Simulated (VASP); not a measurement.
Band structure of PbSe (rock salt). Method: PBEsol GGA with spin-orbit coupling, VASP's PBE PAW potentials (set 64) (plane waves; VASP).

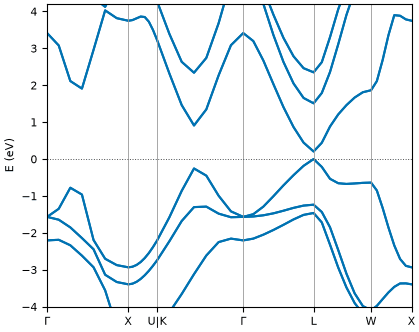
Bands along high-symmetry lines, zero at the valence-band maximum or, without a gap, the Fermi level

Read the plot: is there a gap, and where are the band edges?

The gap is direct, 0.21 eV, from the valence maximum at L to the conduction minimum at L.

The compound is PbSe in the rock salt structure. It was relaxed first.
